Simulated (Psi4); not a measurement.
# B3LYP/6-31G(d) (spherical functions) run of CH5BFNO (SMILES COB(N)F)

What is the vertical singlet–triplet gap of CH5BFNO at B3LYP/6-31G* (spherical functions)? 

Program for the calculation: Psi4 1.11.

1 further run of the same task is left out (set aside as unsound or not needed).

## Step 1: The system as given

CH5BFNO has 10 atoms, charge 0, and is taken as a singlet. As SMILES, `COB(N)F`. The coordinates come from a PBE0-D4/def2-TZVP relaxation. This is one conformer, not always the lowest.

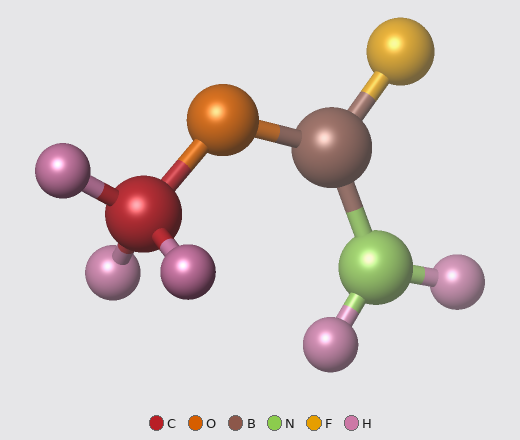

The structure, seen from a chosen angle (carbon red, oxygen orange, boron brown, nitrogen green, fluorine amber, hydrogen pink).

## Step 2: Energy and forces at B3LYP/6-31G(d) (spherical functions)

input.json

```json
{
 "schema_name": "qcschema_input",
 "schema_version": 1,
 "molecule": {
  "schema_name": "qcschema_molecule",
  "schema_version": 2,
  "symbols": ["C", "O", "B", "N", "F", "H", "H", "H", "H", "H"],
  "geometry": [-2.51994979, 0.49699797, -0.90291114, -0.17347686, 0.21032652, -2.11365867, 1.95605551, -0.26796316, -0.75985887, 2.05810072, -0.5202416, 1.88046647, 4.09390268, -0.50909222, -2.08852531, -2.50350917, 2.09268271, 0.41725153, -3.06003351, -1.21944027, 0.12264323, -3.94083486, 0.86417176, -2.34817368, 0.5540677, -0.36830762, 3.02242796, 3.69233587, -0.87532114, 2.77562973],
  "molecular_charge": 0,
  "molecular_multiplicity": 1,
  "fix_symmetry": "c1",
  "fix_com": true,
  "fix_orientation": true
 },
 "driver": "gradient",
 "model": {
  "method": "b3lyp",
  "basis": "6-31G*"
 },
 "keywords": {
  "puream": true,
  "e_convergence": 1e-09,
  "d_convergence": 1e-08,
  "scf_type": "pk",
  "dft_radial_points": 99,
  "dft_spherical_points": 590,
  "scf_properties": ["QUADRUPOLE", "LOWDIN_CHARGES", "DIPOLE"]
 }
}
```

Launch:

```console
$ psi4 --qcschema input.json -n 1 --memory 1600MB
```

stdout:

```text
[...]
  Running in c1 symmetry.
[...]
  Nuclear repulsion =  174.458255531867792
[...]
  Multiplicity = 1
[...]
  Nalpha       = 20
  Nbeta        = 20
[...]
    Number of basis functions: 80
[...]
   @RKS iter   1:  -295.57634389714207   -3.19120e-01   1.13006e-02 DIIS/ADIIS
[...]
   @RKS iter  12:  -295.92240060933267   -1.08002e-12   1.57516e-09 DIIS
[...]
    Orbital Energies [Eh]
    ---------------------
    Doubly Occupied:
       1A    -24.659362     2A    -19.142028     3A    -14.313775
       4A    -10.229526     5A     -6.797421     6A     -1.170893
       7A     -1.026811     8A     -0.862239     9A     -0.697835
      10A     -0.539099    11A     -0.526643    12A     -0.495911
      13A     -0.462600    14A     -0.462594    15A     -0.429049
      16A     -0.415472    17A     -0.375880    18A     -0.320115
      19A     -0.307721    20A     -0.266918
[...]
  @RKS Final Energy:  -295.92240060933267
   => Energetics <=
    Nuclear Repulsion Energy =            174.4582555318677919
    One-Electron Energy =                -751.9744306002505709
    Two-Electron Energy =                 311.9263106440280922
    DFT Exchange-Correlation Energy =     -30.3325361849779007
    Empirical Dispersion Energy =           0.0000000000000000
    VV10 Nonlocal Energy =                  0.0000000000000000
    Total Energy =                       -295.9224006093326693
[...]
 Multipole Moments:
 ------------------------------------------------------------------------------------
     Multipole            Electronic (a.u.)      Nuclear  (a.u.)        Total (a.u.)
 ------------------------------------------------------------------------------------
 L = 1.  Multiply by 2.5417464519 to convert [e a0] to [Debye]
 Dipole X            :        -39.9145258           39.2666191           -0.6479066
 Dipole Y            :          4.4119724           -4.4049516            0.0070208
 Dipole Z            :         28.9150308          -27.7697143            1.1453166
 Magnitude           :                                                    1.3158960
 L = 2.  Multiply by 1.3450342976 to convert [e a0^2] to [Debye ang]
 Quadrupole XX       :       -303.8459462          283.0650815          -20.7808648
 Quadrupole XY       :         44.6323935          -45.0287687           -0.3963752
[...]
  -Total Gradient:
     Atom            X                  Y                   Z
    ------   -----------------  -----------------  -----------------
       1        0.002538946757    -0.000354090630    -0.000406132817
       2        0.000103719286    -0.000477664282     0.004979555044
       3       -0.001577910469     0.000139770528     0.001556915620
       4        0.000738285867    -0.000018160458    -0.001224421344
       5       -0.004876040964     0.000559245557     0.002951817498
       6        0.000521075245    -0.001515927737    -0.001792911334
       7        0.001028805913     0.001526732925    -0.001516905549
       8        0.002034677150    -0.000477962615     0.001448092051
       9        0.003359130711    -0.000238093849    -0.003608979056
      10       -0.003848273990     0.000851449544    -0.002376487300
[...]
```

Wall time 29 s (1 thread of Intel Xeon Platinum 8223CL at 3.00GHz (Skylake/Cascade Lake), shared host); peak memory 0.86 GiB.

## Step 3: The triplet at the same level

job.inp

```
memory 1600 MB

molecule mol {
  0 3
  C
  O 1 1.405464
  B 2 1.359114 1 120.81999
  N 3 1.404602 2 125.02308 1 0.00808
  F 3 1.338085 2 116.21859 1 179.99984
  H 1 1.09596 2 111.51407 3 61.02857
  H 1 1.095999 6 108.96275 2 123.51668
  H 1 1.089966 6 108.38496 7 117.74359
  H 4 1.002546 3 124.15584 5 179.97325
  H 4 1.003781 9 114.48894 3 179.99424
  units angstrom
  symmetry c1
}

set {
  basis 6-31G*
  reference uks
  puream true
  e_convergence 1e-09
  d_convergence 1e-08
  scf_type pk
  dft_radial_points 99
  dft_spherical_points 590
  maxiter 100
}

E, wfn = gradient('b3lyp', return_wfn=True)
oeprop(wfn, 'DIPOLE', 'LOWDIN_CHARGES', 'MAYER_INDICES')
```

Launch:

```console
$ psi4 -i job.inp -o job.out -n 1
```

job.out (excerpt; [...] marks lines left out):

```text
[...]
  Running in c1 symmetry.
[...]
  Nuclear repulsion =  174.458258464223917
[...]
  Multiplicity = 3
[...]
  Nalpha       = 21
  Nbeta        = 19
[...]
    Number of basis functions: 80
[...]
   @UKS iter   1:  -295.32090155688712   -6.36771e-02   9.95568e-03 DIIS/ADIIS
[...]
   @UKS iter  27:  -295.64199919855668   -7.33280e-12   3.56001e-09 DIIS
[...]
   @S^2 Observed:                2.006158573E+00
[...]
  @UKS Final Energy:  -295.64199919855668
   => Energetics <=
    Nuclear Repulsion Energy =            174.4582584642239169
    One-Electron Energy =                -749.8415290063881002
    Two-Electron Energy =                 310.0045286617597640
    DFT Exchange-Correlation Energy =     -30.2632573181522844
    Empirical Dispersion Energy =           0.0000000000000000
    VV10 Nonlocal Energy =                  0.0000000000000000
    Total Energy =                       -295.6419991985566753
[...]
  -Total Gradient:
     Atom            X                  Y                   Z
    ------   -----------------  -----------------  -----------------
       1       -0.000077186546    -0.012102724928     0.025924040145
       2       -0.000105361502     0.013725475493    -0.013350751267
       3        0.000305774383    -0.070946226385    -0.038368550508
       4        0.000030105793    -0.007686957259    -0.014513156245
       5       -0.000101949629     0.000538432415     0.004184715889
       6       -0.001790155866     0.004471435373    -0.000549666211
       7        0.001847529796     0.004408849069    -0.000533972256
       8       -0.000005381776    -0.007326662970    -0.003290655219
       9       -0.000006513657     0.010871534678     0.090305287507
      10       -0.000096863724     0.064022783845    -0.049790071747
[...]
 Multipole Moments:
 ------------------------------------------------------------------------------------
     Multipole            Electronic (a.u.)      Nuclear  (a.u.)        Total (a.u.)
 ------------------------------------------------------------------------------------
 L = 1.  Multiply by 2.5417464519 to convert [e a0] to [Debye]
 Dipole X            :          0.0016213            0.0003862            0.0020075
 Dipole Y            :          0.8894905           -0.7123853            0.1771052
 Dipole Z            :          8.1640664           -8.6902387           -0.5261724
 Magnitude           :                                                    0.5551825
[...]
```

Run time: 76 s. Hardware: 1 thread of Intel Xeon Platinum 8223CL at 3.00GHz (Skylake/Cascade Lake), shared host; peak memory 0.86 GiB.

## Step 4: What came out

Level: B3LYP/6-31G* (spherical functions).

| quantity | value |
| --- | --- |
| singlet: total energy | -295.92240 Eh |
| singlet: dipole moment | 3.34 D |
| singlet: HOMO energy | -7.26 eV |
| singlet: LUMO energy | 1.98 eV |
| singlet: HOMO–LUMO gap | 9.24 eV |
| singlet: largest force on an atom | 0.295 eV/Å |
| triplet: total energy | -295.64200 Eh |
| triplet: dipole moment | 1.41 D |
| triplet: HOMO energy (highest over α and β) | -0.31 eV |
| triplet: ⟨S²⟩ | 2.006 |
| triplet: largest force on an atom | 4.677 eV/Å |
| vertical energy of the triplet above the singlet | 7.630 eV |

What this shows: At this shape the triplet lies 7.63 eV (736 kJ/mol) above the singlet. The largest force (singlet) is 0.29 eV/Å: the shape isn't a stationary point for this species at this level.
